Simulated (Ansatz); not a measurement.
## Geometry relaxation of SiNH$_{5}$O (part 2 of 2)

Continued. System: SiNH$_{5}$O. Method: RKS PBE0-D4/def2-TZVP (Ansatz 0.2.0). 

Geometry of the input (Å):
```
Si -1.1616  0.5278  0.0010
N  -0.5184  -1.0709  0.2754
H  -1.4522  0.5392  -1.4593
H  -2.3963  0.8278  0.7668
O  -0.0678  1.6378  0.4762
H  -0.4792  -1.4026  1.2298
H  -0.8727  -1.8068  -0.3193
H  0.8496  1.4079  0.2484
```

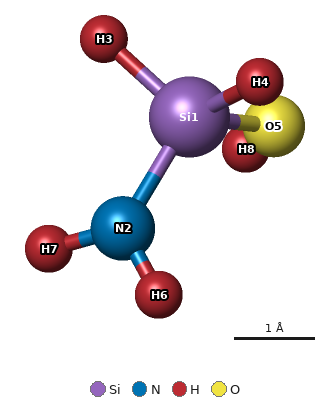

**Figure 1.** The geometry at step 13 of the log (ball-and-stick view, seen at a tilt; atoms are numbered from 1 in the order of the input).

Trajectory as extended XYZ, continued:
```
8
Properties=species:S:1:pos:R:3:forces:R:3 step=5 energy=-11492.78334
Si   -1.1689    0.4997    0.0158    0.0303   0.0484   0.0093
N    -0.6206   -1.0927    0.3122   -0.0060  -0.0943   0.0020
H    -1.4360    0.5369   -1.4481    0.0028  -0.0144   0.0098
H    -2.3770    0.9028    0.7754   -0.0016  -0.0026   0.0104
O    -0.0622    1.6234    0.4912   -0.0536  -0.0394  -0.0041
H    -0.4940   -1.4647    1.2399   -0.0223   0.0389  -0.0323
H    -0.7775   -1.8240   -0.3626    0.0252   0.0661   0.0214
H     0.8378    1.4787    0.1951    0.0252  -0.0026  -0.0164
8
Properties=species:S:1:pos:R:3:forces:R:3 step=6 energy=-11492.78412
Si   -1.1602    0.4979    0.0239   -0.0852   0.0037   0.0463
N    -0.6252   -1.0979    0.3260   -0.0467   0.1293  -0.0639
H    -1.4417    0.5356   -1.4374    0.0317  -0.0077   0.0091
H    -2.3618    0.8961    0.8026    0.0540  -0.0234  -0.0248
O    -0.0528    1.6238    0.4839   -0.0260   0.0361  -0.0098
H    -0.5917   -1.4903    1.2486    0.0281  -0.0549   0.1373
H    -0.7024   -1.8063   -0.3800   -0.0019  -0.0782  -0.0903
H     0.8373    1.5012    0.1513    0.0461  -0.0049  -0.0041
8
Properties=species:S:1:pos:R:3:forces:R:3 step=7 energy=-11492.78582
Si   -1.1636    0.4980    0.0303    0.0003   0.0040  -0.0288
N    -0.6606   -1.1057    0.3302   -0.0034  -0.0066   0.0035
H    -1.4275    0.5333   -1.4338   -0.0039  -0.0010   0.0013
H    -2.3596    0.9046    0.8046   -0.0002   0.0012   0.0098
O    -0.0520    1.6243    0.4847   -0.0157   0.0017   0.0073
H    -0.5831   -1.5009    1.2517    0.0014  -0.0078  -0.0039
H    -0.6876   -1.8081   -0.3886    0.0080   0.0195   0.0130
H     0.8355    1.5146    0.1400    0.0136  -0.0111  -0.0022
8
Properties=species:S:1:pos:R:3:forces:R:3 step=8 energy=-11492.78609
Si   -1.1656    0.4993    0.0297   -0.0142  -0.0059   0.0323
N    -0.6739   -1.1060    0.3361   -0.0167  -0.0030  -0.0191
H    -1.4400    0.5341   -1.4325    0.0179  -0.0004   0.0038
H    -2.3535    0.9084    0.8146   -0.0059  -0.0047   0.0012
O    -0.0490    1.6230    0.4786    0.0089   0.0160  -0.0250
H    -0.6125   -1.5104    1.2545    0.0063   0.0056  -0.0007
H    -0.6412   -1.7962   -0.3931    0.0022  -0.0057  -0.0001
H     0.8371    1.5079    0.1311    0.0015  -0.0017   0.0075
8
Properties=species:S:1:pos:R:3:forces:R:3 step=9 energy=-11492.78633
Si   -1.1684    0.5003    0.0311    0.0070  -0.0098   0.0109
N    -0.6838   -1.1068    0.3372   -0.0066  -0.0466  -0.0492
H    -1.4390    0.5336   -1.4317    0.0042   0.0000   0.0029
H    -2.3553    0.9111    0.8162   -0.0048  -0.0004   0.0021
O    -0.0491    1.6240    0.4747    0.0131   0.0092  -0.0116
H    -0.6086   -1.5114    1.2545    0.0005   0.0093  -0.0074
H    -0.6328   -1.7941   -0.3954   -0.0008   0.0394   0.0456
H     0.8384    1.5035    0.1323   -0.0124  -0.0012   0.0067
8
Properties=species:S:1:pos:R:3:forces:R:3 step=10 energy=-11492.78655
Si   -1.1707    0.4996    0.0335   -0.0493   0.0147  -0.0294
N    -0.7134   -1.1131    0.3385    0.0056  -0.0214   0.0268
H    -1.4399    0.5365   -1.4304    0.0027  -0.0003   0.0203
H    -2.3527    0.9165    0.8236    0.0061  -0.0084  -0.0063
O    -0.0467    1.6199    0.4718    0.0203   0.0242   0.0120
H    -0.6167   -1.5142    1.2550   -0.0024   0.0026  -0.0013
H    -0.5966   -1.7869   -0.3963    0.0048  -0.0113  -0.0173
H     0.8381    1.5019    0.1232    0.0122   0.0000  -0.0047
8
Properties=species:S:1:pos:R:3:forces:R:3 step=11 energy=-11492.78666
Si   -1.1715    0.5004    0.0343   -0.0212  -0.0082  -0.0128
N    -0.7179   -1.1141    0.3398    0.0014  -0.0324  -0.0228
H    -1.4416    0.5372   -1.4286    0.0032   0.0023   0.0068
H    -2.3525    0.9163    0.8253    0.0050  -0.0035  -0.0002
O    -0.0448    1.6196    0.4706    0.0139   0.0173   0.0044
H    -0.6243   -1.5170    1.2558   -0.0002   0.0018  -0.0003
H    -0.5849   -1.7841   -0.3973   -0.0028   0.0224   0.0254
H     0.8390    1.5018    0.1189    0.0007   0.0003  -0.0005
8
Properties=species:S:1:pos:R:3:forces:R:3 step=12 energy=-11492.78678
Si   -1.1712    0.4999    0.0352   -0.0127  -0.0049  -0.0038
N    -0.7277   -1.1172    0.3405   -0.0042  -0.0089   0.0019
H    -1.4403    0.5413   -1.4274    0.0001  -0.0003   0.0032
H    -2.3489    0.9132    0.8313   -0.0031   0.0034  -0.0002
O    -0.0426    1.6189    0.4695    0.0063   0.0077   0.0029
H    -0.6391   -1.5204    1.2568    0.0021   0.0016  -0.0020
H    -0.5668   -1.7806   -0.3959    0.0038  -0.0021  -0.0014
H     0.8380    1.5050    0.1089    0.0077   0.0035  -0.0007
8
Properties=species:S:1:pos:R:3:forces:R:3 step=13 energy=-11492.70134 accepted=F
Si   -1.1788    0.4941    0.0468   -0.2410   0.2165  -0.0680
N    -0.8749   -1.1528    0.3451    1.2655  -1.5528  -1.6260
H    -1.4381    0.5679   -1.4205   -0.0073  -0.0196   0.0879
H    -2.3269    0.9242    0.8779   -0.0059  -0.0160  -0.0585
O    -0.0263    1.5967    0.4591    0.1632  -0.0309   0.0255
H    -0.7140   -1.5386    1.2612   -0.0414   0.0625   0.0506
H    -0.3712   -1.7421   -0.3906   -1.1221   1.3007   1.5842
H     0.8316    1.5108    0.0400   -0.0110   0.0396   0.0043
8
Properties=species:S:1:pos:R:3:forces:R:3 step=14 energy=-11492.78711
Si   -1.1739    0.4984    0.0370   -0.0013   0.0001  -0.0056
N    -0.7573   -1.1264    0.3401   -0.0074   0.0059   0.0084
H    -1.4411    0.5453   -1.4257   -0.0017   0.0019   0.0046
H    -2.3459    0.9178    0.8382    0.0011  -0.0067  -0.0045
O    -0.0383    1.6121    0.4695    0.0060   0.0025   0.0041
H    -0.6499   -1.5232    1.2573    0.0004  -0.0019  -0.0005
H    -0.5304   -1.7730   -0.3939    0.0039  -0.0004  -0.0027
H     0.8384    1.5091    0.0964   -0.0010  -0.0015  -0.0038
8
Properties=species:S:1:pos:R:3:forces:R:3 step=15 energy=-11492.78019 accepted=F
Si   -1.1786    0.4944    0.0419    0.0120   0.0366   0.0161
N    -0.8292   -1.1492    0.3394    0.3154  -0.4496  -0.5339
H    -1.4424    0.5597   -1.4204   -0.0002   0.0029   0.0056
H    -2.3367    0.9218    0.8573   -0.0036  -0.0147  -0.0114
O    -0.0252    1.5949    0.4705    0.0792  -0.0372  -0.0391
H    -0.6896   -1.5318    1.2594   -0.0126   0.0172   0.0072
H    -0.4350   -1.7521   -0.3862   -0.2941   0.4456   0.5259
H     0.8380    1.5224    0.0571   -0.0962  -0.0008   0.0295
8
Properties=species:S:1:pos:R:3:forces:R:3 step=16 energy=-11492.78721
Si   -1.1729    0.4984    0.0387   -0.0274  -0.0154   0.0229
N    -0.7808   -1.1324    0.3411   -0.0003  -0.0078  -0.0238
H    -1.4445    0.5553   -1.4224    0.0168   0.0018  -0.0050
H    -2.3437    0.9088    0.8442    0.0038   0.0238   0.0093
O    -0.0291    1.6043    0.4714    0.0033   0.0069  -0.0133
H    -0.6755   -1.5273    1.2594    0.0029   0.0008   0.0031
H    -0.4904   -1.7595   -0.3876    0.0077  -0.0152   0.0010
H     0.8383    1.5124    0.0743   -0.0068   0.0050   0.0058
8
Properties=species:S:1:pos:R:3:forces:R:3 step=17 energy=-11492.78743
Si   -1.1752    0.4972    0.0407    0.0030  -0.0064   0.0051
N    -0.7896   -1.1360    0.3405    0.0102  -0.0337  -0.0494
H    -1.4401    0.5566   -1.4215   -0.0007  -0.0002  -0.0032
H    -2.3429    0.9132    0.8480   -0.0004   0.0077   0.0035
O    -0.0291    1.6019    0.4713    0.0164   0.0037  -0.0072
H    -0.6786   -1.5294    1.2589    0.0010   0.0013   0.0035
H    -0.4791   -1.7569   -0.3871   -0.0122   0.0225   0.0382
H     0.8361    1.5136    0.0681   -0.0174   0.0052   0.0093
8
Properties=species:S:1:pos:R:3:forces:R:3 step=18 energy=-11492.78751
Si   -1.1752    0.4961    0.0403   -0.0012   0.0015  -0.0100
N    -0.7969   -1.1396    0.3374   -0.0003  -0.0040   0.0045
H    -1.4406    0.5600   -1.4221    0.0010   0.0007   0.0075
H    -2.3400    0.9127    0.8514   -0.0026   0.0008  -0.0006
O    -0.0279    1.5993    0.4726    0.0013  -0.0025  -0.0023
H    -0.6838   -1.5268    1.2585    0.0006  -0.0051   0.0028
H    -0.4692   -1.7582   -0.3833   -0.0007   0.0048  -0.0020
H     0.8350    1.5165    0.0642    0.0019   0.0039   0.0000
8
Properties=species:S:1:pos:R:3:forces:R:3 step=19 energy=-11492.78752
Si   -1.1739    0.4955    0.0410   -0.0010  -0.0119   0.0121
N    -0.7976   -1.1409    0.3388   -0.0070   0.0063  -0.0036
H    -1.4386    0.5613   -1.4207   -0.0013  -0.0034  -0.0052
H    -2.3384    0.9112    0.8531   -0.0012   0.0019  -0.0017
O    -0.0265    1.5985    0.4720    0.0073   0.0102   0.0041
H    -0.6927   -1.5324    1.2591    0.0018   0.0033  -0.0051
H    -0.4651   -1.7561   -0.3825    0.0023  -0.0057   0.0000
H     0.8343    1.5230    0.0581   -0.0010  -0.0008  -0.0006
8
Properties=species:S:1:pos:R:3:forces:R:3 step=20 energy=-11492.78754
Si   -1.1742    0.4954    0.0417   -0.0017  -0.0025  -0.0032
N    -0.8005   -1.1418    0.3380    0.0002  -0.0019   0.0000
H    -1.4388    0.5609   -1.4203    0.0008   0.0003  -0.0018
H    -2.3391    0.9123    0.8525    0.0016  -0.0002   0.0014
O    -0.0259    1.5979    0.4730    0.0015   0.0006   0.0014
H    -0.6908   -1.5311    1.2586    0.0008  -0.0001  -0.0010
H    -0.4636   -1.7561   -0.3824   -0.0017   0.0038   0.0030
H     0.8343    1.5225    0.0578   -0.0015   0.0000   0.0002
```

Summary:

| quantity | value |
| --- | --- |
| outcome | converged |
| total energy | −11492.7876 eV |
| mean-field energy | −11492.6926 eV |
| dispersion energy | −0.0949 eV |
| SCF solution under orbital rotations | stable |
| largest force (length of the vector) at the end | 0.005 eV/Å |
| dipole moment | 2.40 D |
| hardware | 4 threads of Arm Neoverse N1, 23 GiB of memory available, shared host |
| wall time | 35 s (CPU time 2.1 min) |
| peak memory | 0.46 GiB |
